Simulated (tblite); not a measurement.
## C₆H₈N₂: molecular dynamics (part 3 of 3)

The same run, continued: C₆H₈N₂; GFN2-xTB Langevin dynamics, gas phase (tblite 0.8.0). It belongs to a series of runs on one base structure; here: H on C replaced by C2H5.

Geometry of the input (Å):
```
C  2.2797  0.4977  0.6203
C  1.6061  -0.4928  -0.3322
C  0.1228  -0.3119  -0.2704
N  -0.4280  0.5132  -1.1525
C  -1.7323  0.7081  -1.0719
C  -2.5149  0.0846  -0.1112
C  -1.8419  -0.7607  0.7592
N  -0.5379  -0.9587  0.6826
H  1.9397  0.3254  1.6386
H  3.3594  0.3779  0.5857
H  2.0321  1.5176  0.3357
H  1.8548  -1.5119  -0.0358
H  1.9412  -0.3088  -1.3530
H  -2.1540  1.3853  -1.8046
H  -3.5782  0.2447  -0.0468
H  -2.3561  -1.3009  1.5448
```

Trajectory as extended XYZ, continued
```
16
Properties=species:S:1:pos:R:3:forces:R:3 step=29 time_fs=725.0 energy=-618.96866 temperature=264.9
C     2.4318    0.3224   -0.4527   -0.5158  -0.2701  -1.2517
C     1.4154    0.3957    0.6606    0.0118   0.0885  -0.0197
C     0.0421    0.0783    0.2179   -0.2047  -0.2205  -0.8720
N    -0.3723    0.5539   -0.9624   -0.4671  -0.6219   0.5206
C    -1.5957    0.1845   -1.3618    0.4489   0.7329   0.1837
C    -2.4612   -0.4738   -0.5215   -0.5487  -1.1471   0.6263
C    -1.8882   -0.9779    0.6676    0.6228   1.3559  -2.0815
N    -0.6348   -0.7813    0.9877    0.4430   0.9999  -0.2590
H     3.3695    0.6977   -0.0367   -0.0705  -0.1433  -0.7275
H     2.4804   -0.7221   -0.7691    0.5548   0.0750   0.0635
H     2.0413    0.8557   -1.3771    0.7810  -0.1727   1.3183
H     1.4964    1.3909    1.0399   -0.4066   0.8421   0.4591
H     1.6398   -0.2848    1.4653    0.2562  -0.3021   0.3337
H    -1.8916    0.5240   -2.3479    0.0546  -0.0314   0.0204
H    -3.5001   -0.7485   -0.7867    0.8233   0.3868   0.1548
H    -2.3582   -1.5331    1.3760   -1.7831  -1.5720   1.5312
16
Properties=species:S:1:pos:R:3:forces:R:3 step=30 time_fs=750.0 energy=-619.06249 temperature=323.3
C     2.4516    0.2590   -0.5441   -0.8666  -0.8351   0.6590
C     1.4746    0.3984    0.6250   -0.2312   1.0400   0.5138
C     0.0630    0.1068    0.2099   -0.7210   0.3524  -1.0768
N    -0.4185    0.5945   -0.9665   -0.6233  -1.1719   0.8920
C    -1.6579    0.1713   -1.3264    1.1870   0.7702  -0.3344
C    -2.4390   -0.6043   -0.5230   -0.7863  -1.5574   0.9942
C    -1.8662   -0.9697    0.7039   -0.8870  -0.0664   0.4277
N    -0.6565   -0.6401    1.0529    0.8946   0.4484  -0.1366
H     3.4201    0.6689   -0.2782   -0.0419  -0.2269  -0.2807
H     2.4382   -0.8196   -0.7310    0.7553   0.1888  -0.2139
H     1.9922    0.7151   -1.4009    0.2064   0.4737  -0.3407
H     1.5032    1.4381    1.0331   -0.0798  -0.4589  -0.3551
H     1.7243   -0.2472    1.4764   -0.0319  -0.0242  -0.2951
H    -2.0435    0.4621   -2.3069    0.4353   0.2079   0.2437
H    -3.4115   -1.0803   -0.7711    0.7624   0.8188  -0.0927
H    -2.4065   -1.5000    1.5028    0.0281   0.0406  -0.6044
16
Properties=species:S:1:pos:R:3:forces:R:3 step=31 time_fs=775.0 energy=-618.92082 temperature=276.4
C     2.4547    0.1861   -0.6605   -1.3761  -0.9918   2.1081
C     1.4551    0.4911    0.4829    0.9466   1.4059   1.7320
C     0.0358    0.1636    0.2331   -0.3114   0.2157  -1.4868
N    -0.4510    0.5527   -0.9681   -0.9475  -0.3233   0.7359
C    -1.7027    0.1765   -1.2464    0.9712  -0.2778  -0.3912
C    -2.3778   -0.7614   -0.4860    0.3680   0.7551   0.6396
C    -1.8305   -0.9854    0.7473    0.4091  -1.2356   1.7425
N    -0.6503   -0.5100    1.1374   -0.1617  -0.2573  -0.1856
H     3.4270    0.3318   -0.2586    0.8747  -0.1771   0.2234
H     2.2416   -0.8629   -0.8639    0.5009   0.2060  -0.6637
H     2.3253    0.8576   -1.4424   -0.4617   0.6527  -1.5185
H     1.5083    1.6038    0.7613   -0.0691  -1.1935  -0.4629
H     1.7725   -0.0362    1.4256   -0.2750   0.2789  -0.8349
H    -2.1358    0.4950   -2.1776    0.1246   0.3351  -0.2647
H    -3.3206   -1.1772   -0.6739   -0.9368  -0.3069  -0.6858
H    -2.2955   -1.7029    1.4824    0.3443   0.9137  -0.6875
16
Properties=species:S:1:pos:R:3:forces:R:3 step=32 time_fs=800.0 energy=-618.90334 temperature=324.5
C     2.3705    0.1345   -0.7465   -0.1241   1.1023   0.7739
C     1.4737    0.5666    0.4363    1.2581  -0.2257   0.7280
C     0.0585    0.2627    0.2072   -1.8831   0.1918  -1.1622
N    -0.5439    0.5259   -0.9602    0.7933   0.5635  -0.5327
C    -1.7466    0.0654   -1.2404    0.4692   0.1766   0.0149
C    -2.3762   -0.8119   -0.3738   -0.5828   0.0209  -0.6394
C    -1.7209   -1.0176    0.8106    0.5451   0.6661   0.2688
N    -0.5934   -0.4016    1.1446    0.3493  -0.8417   0.4027
H     3.4166    0.1484   -0.4611    0.1175  -0.1860   0.3157
H     2.1190   -0.8591   -1.0838   -0.1721   0.2029  -0.4964
H     2.2676    0.9884   -1.4162   -0.1818  -0.8233  -0.8054
H     1.7782    1.5933    0.6838   -0.7056  -0.0131  -0.1940
H     1.6711   -0.0047    1.3441    0.4174  -0.1866   0.1223
H    -2.1568    0.3655   -2.2067    0.0710  -0.0392   0.3136
H    -3.3246   -1.2694   -0.6218    0.1628  -0.0795   0.0860
H    -2.0660   -1.6995    1.5366   -0.5344  -0.5290   0.8043
16
Properties=species:S:1:pos:R:3:forces:R:3 step=33 time_fs=825.0 energy=-618.95971 temperature=239.0
C     2.2598    0.1127   -0.8210    0.7536   0.7824   0.8746
C     1.4655    0.6308    0.4176    0.5474  -1.4847  -1.0669
C     0.0540    0.2469    0.1382   -0.9970   0.4143  -0.2882
N    -0.5778    0.6075   -1.0216    0.7424  -0.8030   1.6034
C    -1.7488    0.0207   -1.2022    0.3173   0.7883  -0.2536
C    -2.3324   -0.8048   -0.2546   -1.0880  -0.3522  -1.1505
C    -1.6810   -1.0096    0.9361    0.3495   0.8116  -0.9896
N    -0.4826   -0.4880    1.1137    0.3325   0.2550  -0.2313
H     3.3737    0.1454   -0.6957   -0.9901   0.1680   0.1003
H     2.0048   -0.9204   -1.0299   -0.1936   0.1992  -0.3046
H     1.9540    0.8519   -1.5489    0.2049  -0.5908  -0.8067
H     1.6770    1.6628    0.5439   -0.1672   0.9036   0.0858
H     1.7424    0.0802    1.2962    0.2166  -0.1225   0.6037
H    -2.2533    0.3125   -2.1294    0.0941  -0.2815   0.3065
H    -3.2786   -1.2603   -0.5494    0.1900   0.0301   0.4936
H    -2.1373   -1.5255    1.7243   -0.3126  -0.7177   1.0236
16
Properties=species:S:1:pos:R:3:forces:R:3 step=34 time_fs=850.0 energy=-619.00699 temperature=257.8
C     2.2586    0.1612   -0.9085    0.1599   0.6861   1.3005
C     1.4312    0.7829    0.2560    0.3856  -0.8612   0.1476
C     0.0493    0.1993    0.1907    0.7061   0.7414  -0.9742
N    -0.5668    0.5374   -0.9624   -0.2812  -0.5939   1.4003
C    -1.7657    0.0141   -1.1324    0.5027   0.1580  -0.8637
C    -2.3841   -0.8343   -0.2224    0.5736   1.2321  -0.3389
C    -1.6589   -0.9798    0.9435   -1.2499  -1.7928   1.2142
N    -0.4160   -0.5844    1.1490   -0.4682   0.7147  -0.5266
H     3.2909    0.4672   -0.7095   -0.1078   0.0815  -0.5738
H     2.2331   -0.9101   -0.7331   -0.1670  -0.0836  -0.5912
H     1.8848    0.4962   -1.8687    0.1539  -0.2976   0.0368
H     1.3825    1.8793    0.2257    0.0872  -0.3965  -0.1032
H     1.9446    0.4246    1.1573   -0.3521   0.4193   0.1360
H    -2.1647    0.2868   -2.0968   -0.5167  -0.1163  -0.1183
H    -3.3795   -1.1552   -0.4385   -0.1922  -0.3737   0.3398
H    -2.1611   -1.5663    1.7593    0.7662   0.4826  -0.4853
16
Properties=species:S:1:pos:R:3:forces:R:3 step=35 time_fs=875.0 energy=-619.00308 temperature=284.8
C     2.3759    0.2414   -0.9043   -0.8714  -0.3960  -0.5475
C     1.4847    0.7562    0.2152   -0.9277   0.9390   0.0251
C     0.0762    0.1474    0.1292    0.4013   1.0275  -0.6462
N    -0.6269    0.4488   -0.9911    0.6055  -0.5714   0.5932
C    -1.8634   -0.0190   -1.1288    1.2043   0.2621   1.2920
C    -2.4552   -0.7817   -0.1069    1.3063   0.8074  -0.9334
C    -1.6246   -1.0262    0.9686   -1.0058  -0.2988   1.0363
N    -0.4202   -0.5201    1.1404    0.3072  -0.5538  -0.0232
H     3.2279    0.9043   -0.9701    0.1258  -0.0843  -0.3656
H     2.7159   -0.7907   -0.7389   -0.1527   0.3809  -0.0157
H     1.7197    0.2694   -1.8152    1.0435  -0.0173   0.5344
H     1.2872    1.8420   -0.0369    0.3328  -0.8390   0.4972
H     1.9977    0.6936    1.2050   -0.8305  -0.1810  -0.6597
H    -2.2750    0.3463   -2.0355   -0.8537  -0.1360  -0.5055
H    -3.4522   -1.0994   -0.1676   -0.9067  -0.5036  -0.0225
H    -2.0154   -1.6036    1.8183    0.2216   0.1642  -0.2590
16
Properties=species:S:1:pos:R:3:forces:R:3 step=36 time_fs=900.0 energy=-618.83262 temperature=272.5
C     2.4883    0.2817   -0.8240   -0.5624  -1.2914   0.4238
C     1.4090    0.6943    0.2068    0.4943   1.0069  -0.0692
C     0.0107    0.2100    0.0047    0.9062  -0.8072  -0.5873
N    -0.6451    0.3585   -1.1327   -0.4645   0.3800   0.6654
C    -1.9306   -0.0330   -1.1110    1.2713   0.1433   0.3135
C    -2.4388   -0.7060    0.0026   -0.1950  -0.2681  -0.2082
C    -1.5911   -0.9919    1.0977   -0.7942   0.3846  -1.6773
N    -0.3866   -0.5083    1.0413    0.6178   0.1844   1.1431
H     3.2578    1.0552   -0.9570   -0.5275  -0.5173  -0.1289
H     2.9365   -0.6759   -0.4733    0.1249   0.8084  -0.0126
H     1.9766   -0.0531   -1.7326    0.2874   0.7990  -0.1646
H     1.3586    1.7997    0.2563    0.0477  -0.3488  -0.1085
H     1.6666    0.3354    1.2038    0.2218   0.1173  -0.0052
H    -2.3762    0.2893   -2.0542   -0.6483  -0.6409   0.5467
H    -3.4324   -1.0937   -0.0230   -0.5441   0.0009   0.0559
H    -1.8338   -1.5961    1.9616   -0.2355   0.0489  -0.1866
16
Properties=species:S:1:pos:R:3:forces:R:3 step=37 time_fs=925.0 energy=-618.75593 temperature=297.9
C     2.5502    0.2619   -0.7500    0.7615  -1.6481   0.3464
C     1.4163    0.7357    0.1494   -0.0840  -0.4628  -1.2388
C     0.0937    0.0785   -0.0790   -0.7877   0.9662   1.0614
N    -0.6681    0.3069   -1.1127   -0.9081  -0.6174  -0.8999
C    -1.9710   -0.1060   -1.1085    1.6185   0.3576   0.1934
C    -2.5071   -0.7216    0.0215   -0.9134   0.4560  -0.9669
C    -1.5941   -0.8593    1.0760   -2.2922  -0.6887   0.5528
N    -0.3892   -0.4310    1.0660    1.4787  -0.3863  -0.0365
H     3.3154    1.0294   -0.8589   -0.0872  -0.2365  -0.0006
H     3.0172   -0.6948   -0.3494   -0.2862   1.2634   0.0559
H     2.2298   -0.1034   -1.7198   -0.3903   0.6508  -0.2673
H     1.2708    1.7912    0.0557   -0.1002   0.7797  -0.4293
H     1.5868    0.5592    1.1756    0.7050  -0.3268   1.1774
H    -2.4057    0.1534   -2.0792   -0.4507  -0.3169   0.6677
H    -3.6098   -0.9624    0.1019    1.5775   0.0978  -0.0951
H    -1.9528   -1.3062    2.0091    0.1588   0.1121  -0.1208
16
Properties=species:S:1:pos:R:3:forces:R:3 step=38 time_fs=950.0 energy=-618.78612 temperature=293.6
C     2.6153    0.1808   -0.7579   -1.1238   0.1767  -0.9728
C     1.4334    0.8110   -0.0148   -1.2860   0.2671   0.1968
C     0.0289    0.1931    0.0302    0.0818  -1.1238  -0.3045
N    -0.6177    0.2832   -1.1400   -1.6042  -0.7769   1.6481
C    -1.9032   -0.1971   -1.1184    2.2172   0.2598   0.4157
C    -2.4780   -0.7487    0.0017   -0.2444   0.3621  -0.6830
C    -1.6989   -0.8110    1.1537   -0.5779  -0.4171  -0.8670
N    -0.4531   -0.4311    1.1732    1.1765   1.4963  -1.3242
H     3.4386    0.8284   -0.5676    0.7151   0.3087  -0.0168
H     2.8587   -0.8111   -0.4919    0.1268  -0.9888   0.8100
H     2.4437    0.1166   -1.8503   -0.1369   0.3796   0.5139
H     1.2384    1.7588   -0.5296    0.1026   0.0654   0.0390
H     1.6769    1.0559    1.0113    0.3643  -0.1926   0.2781
H    -2.4085   -0.2241   -2.0391   -0.4365   0.2406  -1.0538
H    -3.4940   -1.1130   -0.0987    0.1602   0.0169   0.4104
H    -2.1925   -1.3030    1.9642    0.4651  -0.0740   0.9100
16
Properties=species:S:1:pos:R:3:forces:R:3 step=39 time_fs=975.0 energy=-618.90916 temperature=303.5
C     2.4593    0.0427   -0.7327    0.6125   1.4499  -1.0292
C     1.3908    0.9079   -0.0627    0.2811   0.0004   0.8917
C     0.0926    0.2217    0.0015   -2.3924  -0.5229   0.4809
N    -0.6261    0.2191   -1.1192   -0.2906  -0.4741   0.2402
C    -1.8702   -0.2869   -1.1054    0.4174   0.7552  -1.4604
C    -2.4709   -0.7770    0.0094    2.5815   0.3343   0.3814
C    -1.5998   -0.7868    1.1121   -1.4133   0.2250   0.3800
N    -0.4184   -0.2426    1.1988    0.9762   0.1312  -1.7558
H     3.4603    0.4155   -0.4753   -0.3012  -0.1674   0.0632
H     2.3597   -0.9613   -0.4523   -0.0456  -1.3017   0.6618
H     2.4170    0.0498   -1.8323   -0.3083   0.2312   0.3148
H     1.1699    1.8462   -0.5825    0.5687  -0.0745   0.0495
H     1.6858    1.0788    0.9924    0.0200   0.1858  -0.5399
H    -2.4421   -0.2508   -2.0465    0.5571   0.1465   0.2137
H    -3.4173   -1.1779    0.0041   -1.6746  -0.6861   0.2002
H    -2.0866   -1.1563    1.9908    0.4116  -0.2327   0.9080
16
Properties=species:S:1:pos:R:3:forces:R:3 step=40 time_fs=1000.0 energy=-618.82058 temperature=266.6
C     2.2741   -0.0786   -0.6533    1.6955  -0.7810  -0.0255
C     1.3813    0.9454    0.0128   -0.0538   0.1454   0.2645
C     0.0481    0.3569   -0.0960   -1.9420  -2.0188   1.8836
N    -0.6288    0.2318   -1.2239   -0.0898   0.3120   0.0020
C    -1.8059   -0.3774   -1.1287   -0.8023   0.0554  -1.0139
C    -2.3232   -0.8358    0.0611   -2.5944  -0.7633   0.1779
C    -1.5786   -0.7047    1.2232    0.1773   0.0713  -0.9749
N    -0.3803   -0.2003    1.0836    0.9949   1.2569   0.1075
H     3.3469    0.2281   -0.5401   -0.7950  -0.4261  -0.0021
H     2.1569   -1.1518   -0.2618    0.0606   1.7099  -0.2915
H     2.0688   -0.0977   -1.7175   -0.0888  -0.1093  -0.1158
H     1.3057    1.8988   -0.5135    0.6938   0.0062  -0.0092
H     1.6400    1.0766    1.0852   -0.1786   0.0148  -0.7065
H    -2.4656   -0.4563   -2.0511    1.1891   0.1375   0.9521
H    -3.3885   -1.2444    0.0825    1.5083   0.4793  -0.0214
H    -1.9330   -0.9714    2.2156    0.2251  -0.0901  -0.2268
```

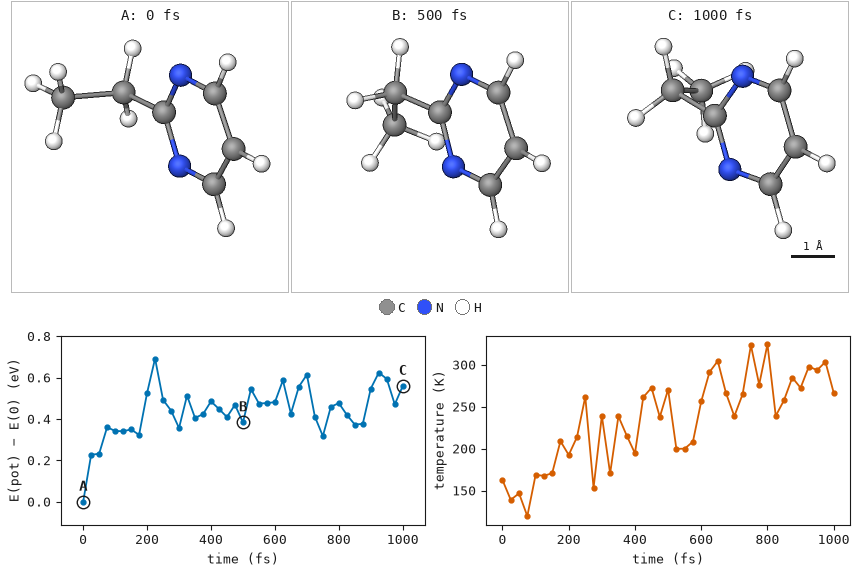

*Frames of the molecular dynamics (ball-and-stick, seen at a tilt) above the curves, on which the letters mark them.*

The trajectory kept here has 41 frames over 1000 fs. The temperature starts at 163 K, ranges from 120 to 324 K and averages 269 K over the second half. The potential energy ends 0.559 eV above its first value. After an unweighted best fit of the last frame on the first, the root-mean-square displacement is 1.57 Å, and H12 has moved furthest (3.07 Å).
